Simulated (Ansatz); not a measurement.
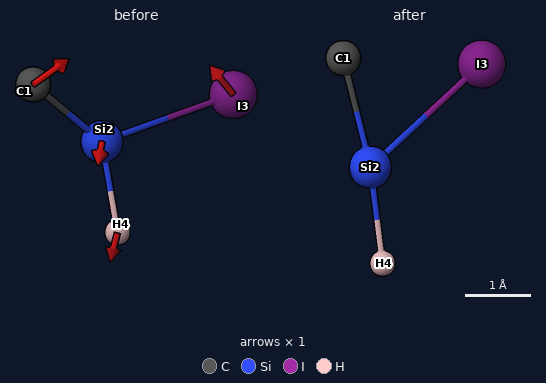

The structure of CHISi before (left) and after (right) a relaxation, at one scale. The red arrows give the displacements, at their true length.

Style: ball-and-stick. Shown at a tilt.

It is one of the separated reactants of a reaction.

The calculation used Ansatz, RKS PBE-D4/def2-SVP. Set-up: force threshold 0.03 eV/Å; at most 250 steps.

**What changed between the two?**

After 12 accepted moves (13 points after the start) the energy has fallen by 21.4 kcal/mol. The largest force component goes from 4.4 to 0.014 eV/Å. The line search rejected the trial step at point 8 of the run. C1 moves most after the best rigid fit: 0.80 Å. Largest moves by element: C 0.80 Å, I 0.65 Å, H 0.50 Å, Si 0.44 Å. Some distances before and after: C1–I3 3.664 → 2.514 Å, Si2–I3 2.404 → 2.541 Å, C1–Si2 1.648 → 1.770 Å, Si2–H4 1.420 → 1.513 Å. Among the angles between lasting bonds that change: C1–Si2–I3 128.5° → 68.7°, C1–Si2–H4 130.4° → 172.9°, I3–Si2–H4 98.6° → 118.3°. Cost: 13 s on 2 threads of Arm Neoverse V2, with other jobs on the host.
